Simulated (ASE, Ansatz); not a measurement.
# Generalised stacking fault on (112) of a Nb-Li solid solution (54 atoms): a single point, part 2 of 2

What does DFT give for generalised stacking fault on (112) of a Nb-Li solid solution (54 atoms) as built?

Ansatz 0.2.0; Kohn-Sham DFT, r2SCAN, PAW (set soft_2), plane waves.

The cell: 30 Nb and 24 Li. The cell is under 6 Å thick along one periodic direction. The host structure and its lattice constant were typed by rule, without a check against the phase diagram.

So far. Step 2 (Plane-wave single point): About 287 of the 462 electrons lie in deeper levels, below the stored range.

### 2. Plane-wave single point (continued)

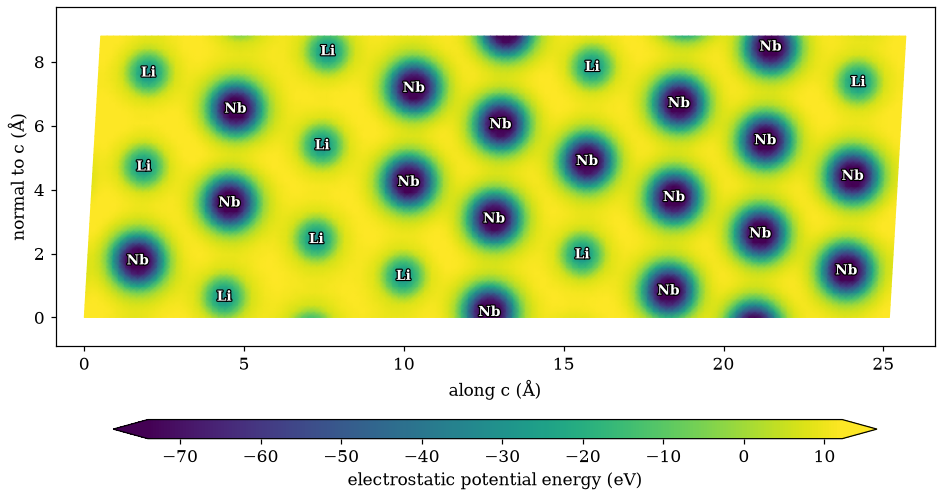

Electrostatic potential energy in the ca plane at fractional y = 0.000, with atoms of Nb and Li within 0.2 Å of it. With pseudopotentials it is smooth inside the atoms' cores, unlike the true potential. The map starts off the cell's origin, so that atoms lie inside it.

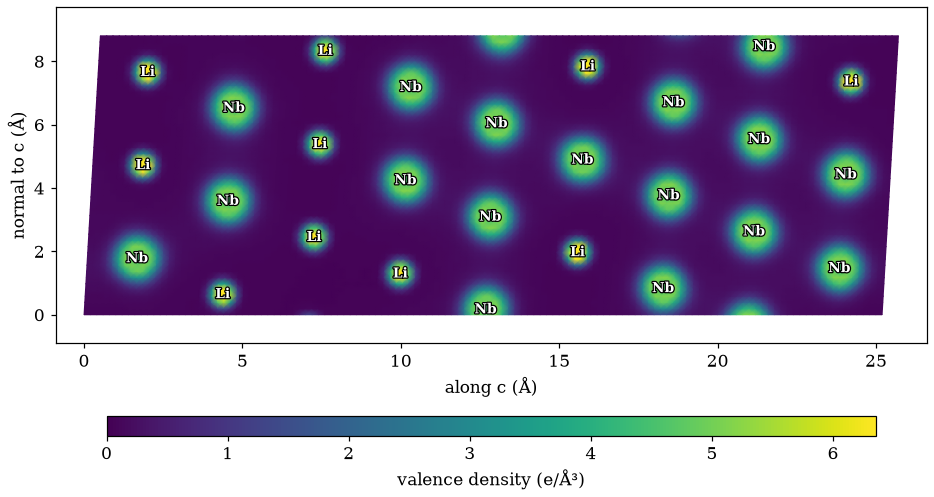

Valence density in the ca plane at fractional y = 0.000, with atoms of Nb and Li within 0.2 Å of it. It is the smooth field of the valence electrons, not physical close to the nuclei. The map starts off the cell's origin, so that atoms lie inside it.

Within 0.4 eV of the Fermi level the largest share is Nb d (87 % of the projected weight).

### 3. Distances and neighbours

Bonds and neighbours are counted at the geometry of the runs.

Density 4.61 g/cm³, 19.72 Å³ an atom.

g(r), total and by pair (bins of 0.2 Å):

| r (Å) | total | Nb-Nb | Nb-Li | Li-Li |
| --- | --- | --- | --- | --- |
| 2.80 | 0.07 | 0.11 | 0.07 | 0.00 |
| 3.00 | 7.23 | 6.95 | 7.43 | 7.01 |
| 3.20 | 0.00 | 0.00 | 0.00 | 0.00 |
| 3.40 | 3.79 | 4.09 | 3.37 | 4.36 |
| 3.60 | 0.00 | 0.00 | 0.00 | 0.00 |
| 3.80 | 0.24 | 0.39 | 0.08 | 0.41 |
| 4.00 | 0.00 | 0.00 | 0.00 | 0.00 |
| 4.20 | 0.00 | 0.00 | 0.00 | 0.00 |
| 4.40 | 0.09 | 0.10 | 0.12 | 0.00 |
| 4.60 | 0.09 | 0.00 | 0.17 | 0.00 |
| 4.80 | 3.70 | 4.53 | 2.66 | 5.02 |
| 5.00 | 0.00 | 0.00 | 0.00 | 0.00 |
| 5.20 | 0.39 | 0.35 | 0.44 | 0.33 |
| 5.40 | 0.00 | 0.00 | 0.00 | 0.00 |
| 5.60 | 5.39 | 5.25 | 5.58 | 5.20 |
| 5.80 | 1.62 | 1.70 | 1.56 | 1.66 |
| 6.00 | 0.11 | 0.08 | 0.13 | 0.08 |
| 6.20 | 0.27 | 0.27 | 0.26 | 0.27 |
| 6.40 | 0.00 | 0.00 | 0.00 | 0.00 |
| 6.60 | 0.38 | 0.36 | 0.36 | 0.43 |
| 6.80 | 0.89 | 0.88 | 0.93 | 0.80 |
| 7.00 | 0.07 | 0.12 | 0.02 | 0.12 |
| 7.20 | 0.00 | 0.00 | 0.00 | 0.00 |
| 7.40 | 3.00 | 3.01 | 2.99 | 3.01 |
| 7.60 | 3.02 | 2.98 | 3.05 | 3.04 |
| 7.80 | 0.26 | 0.26 | 0.29 | 0.21 |

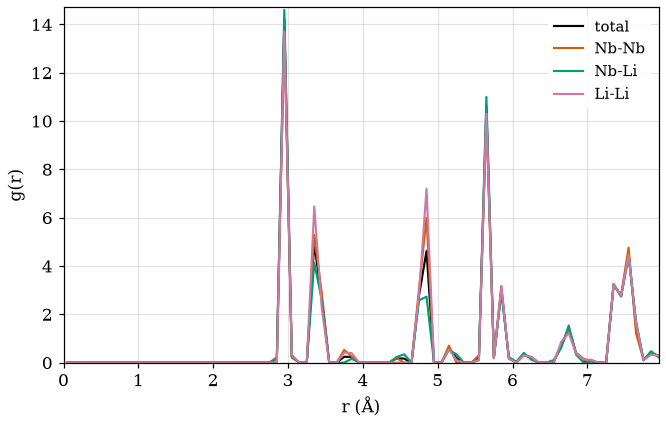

Pair distribution functions.

The surroundings of Nb23, which bears the longest force, nearest first, numbered as they follow in the input and with coordinates relative to it.

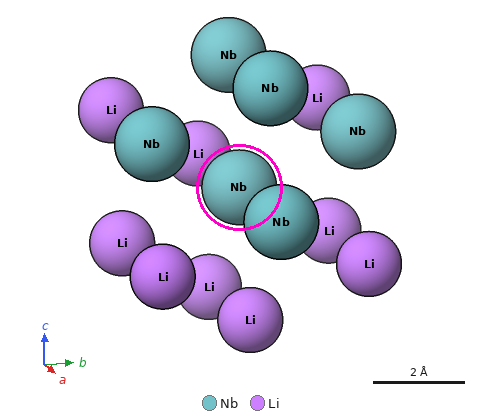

The atoms of the table, within 3.4 Å (arrows a, b, c point along x, y, z); some may hide others; the central atom is ringed.

| atom | x | y | z | distance (Å) | Fx | Fy | Fz (eV/Å) |
| --- | --- | --- | --- | --- | --- | --- | --- |
| Nb23 | 0.00 | 0.00 | 0.00 | 0.00 | 1.78 | 0.09 | 1.89 |
| Li20 | -0.99 | -2.36 | -1.40 | 2.92 | 0.02 | -0.08 | 0.17 |
| Nb26 | 0.97 | -2.38 | 1.39 | 2.93 | 0.22 | 0.00 | 0.28 |
| Nb22 | 2.94 | 0.02 | -0.02 | 2.94 | -1.46 | -0.02 | 1.60 |
| Nb29 | -0.99 | 0.01 | 2.77 | 2.94 | 0.71 | 0.02 | -0.40 |
| Li17 | 0.97 | 0.01 | -2.78 | 2.95 | 0.23 | 0.02 | 0.00 |
| Nb26 | 0.97 | 2.42 | 1.39 | 2.95 | 0.22 | 0.00 | 0.28 |
| Li24 | -2.96 | 0.01 | -0.01 | 2.96 | -0.04 | 0.02 | 0.24 |
| Li20 | -0.99 | 2.44 | -1.40 | 2.98 | 0.02 | -0.08 | 0.17 |
| Li19 | 1.95 | -2.39 | -1.39 | 3.38 | -0.22 | 0.00 | 0.08 |
| Li27 | -1.98 | -2.37 | 1.39 | 3.39 | 0.35 | -0.05 | -0.12 |
| Nb28 | 1.94 | 0.02 | 2.78 | 3.39 | -0.27 | -0.02 | -0.94 |
| Li19 | 1.95 | 2.42 | -1.39 | 3.40 | -0.22 | 0.00 | 0.08 |
| Li27 | -1.98 | 2.43 | 1.39 | 3.43 | 0.35 | -0.05 | -0.12 |
| Li18 | -1.98 | 0.02 | -2.80 | 3.43 | 0.17 | 0.00 | -0.11 |

### 4. Results

```
free energy per atom       : -2625.9489 eV/atom
density                    : 4.606 g/cm³
pressure                   : -10.81 GPa
r.m.s. force component     : 0.5391 eV/Å
wall time of the 1 DFT run : 1.8 min
```

In words: 129 levels are partly filled, by over 2 % (on the run's k-points), as in a metal.

What to keep in mind: The geometry was built by rule, was displaced at random and isn't relaxed at this level: its force components are 0.54 eV/Å r.m.s. The pressure of -11 GPa says that the cell would shrink at this level of theory.

[Logs are printed without paths, hosts, clocks, repeated set-up lines and the standing remarks that a program may print on its own settings, such as how far it seeks lower states.]

[Hosts, paths, dates, database ids (printed as entryN), source tags and the programs' standing remarks are cut or masked in the printed files.]
